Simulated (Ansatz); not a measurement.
# CH3NSi (SMILES N#C[SiH3]): what the fields show

Input file:

```
crystal:
  periodic: [false, false, false]
  atoms:
    - symbol: C
      position_ang: [-0.697538, -1.954258, 2.195533]
    - symbol: N
      position_ang: [-0.284621, -1.940849, 3.271004]
    - symbol: Si
      position_ang: [-1.360681, -1.975734, 0.467105]
    - symbol: H
      position_ang: [-0.960612, -0.712199, -0.178626]
    - symbol: H
      position_ang: [-2.827813, -2.091502, 0.554662]
    - symbol: H
      position_ang: [-0.771656, -3.138973, -0.220983]
basis:
  gaussian:
    orbitals: def2-TZVPD
total_charge: 0
output:
  forces: true
  orbitals: {seedname: orbitals}
hamiltonian:
  xc: pbe0
```

Launched as:

```sh
ansatz run input.yaml --threads 2 --pin off --max-ram 4350MiB --events-out events.jsonl --progress --plain --runs-dir runs
```

Geometry: B3LYP-D4/def2-TZVP.

Method: Ansatz, isolated molecule in a Gaussian basis; Kohn-Sham density functional theory, functional PBE0.

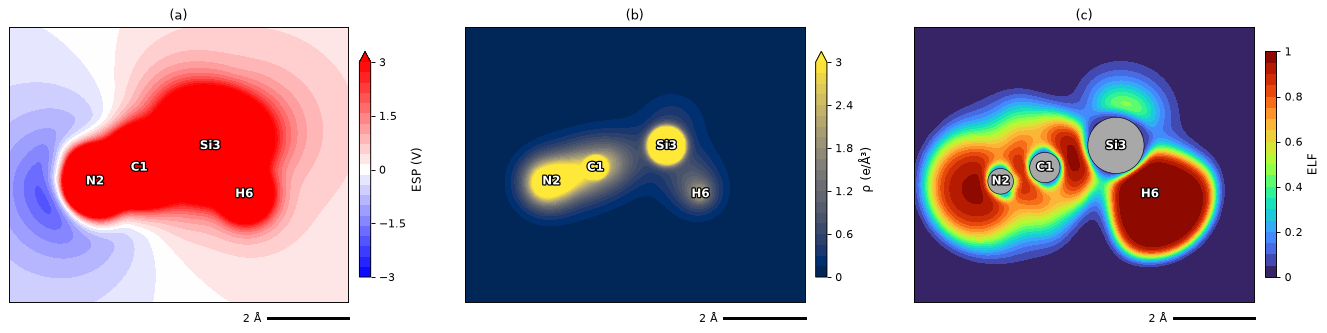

Figure 1. (a) molecular electrostatic potential; (b) total electron density; (c) ELF on the plane of atoms C1, Si3 and H6. Grey discs cover the atomic cores in the ELF map.

### Interpret the plot.

The plane passes through C, N, Si and H nuclei.
C–N (1.15 Å): ρ at the midpoint is about 3.8 e/Å³; the ELF peaks at about 0.85 between the atoms; a multiple bond.
C–Si (1.85 Å): ρ is about 0.93 e/Å³ halfway; the ELF peaks at about 0.95 between the atoms, as expected for localised, covalent bonding.
Si–H (1.47 Å): ρ at the midpoint is about 0.83 e/Å³; the ELF climbs to about 1 towards the hydrogen, as it does in any bond to H.
The ELF also peaks beside N2, away from the bonds: lone-pair regions.
Outside the dense part of the molecule the potential is most negative (−1.9 V) near N2.

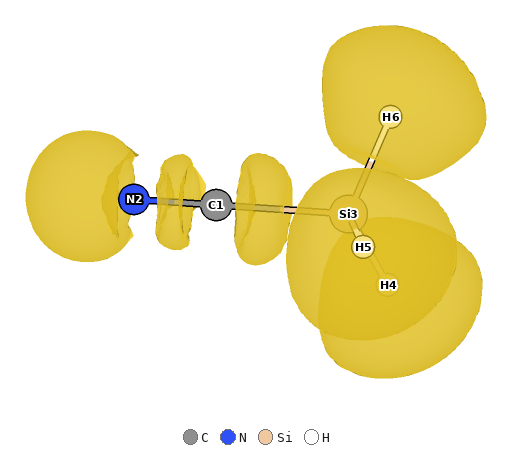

Figure 2. Isosurface of the ELF at 0.8 (yellow), seen at a tilt. Core shells and regions of very low density are left out.

### Where are the electrons localised?

The surface consists of one region between bonded C–N atoms (shared pairs), one region between bonded C–Si atoms (shared pairs), three regions around hydrogen nuclei and one lobe on N, pointing away from the bonds (lone pairs).

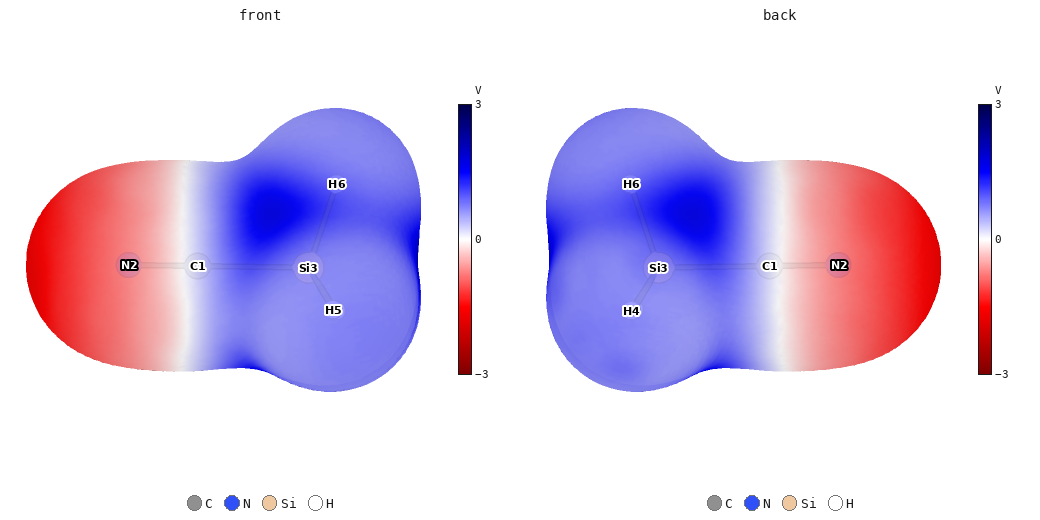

Figure 3. The molecular electrostatic potential painted on the density surface at 0.002 e/bohr³, seen from the front and from behind; the colour scale runs from red (negative) to blue (positive).

### Describe the electrostatic potential map.

The most negative region (about −1.7 V) lies over N2, the most positive (about +2.1 V) over Si3. N2 is the likeliest acceptor of a hydrogen bond.

### How polar is the molecule by this calculation?

Its dipole moment is 3.53 D.
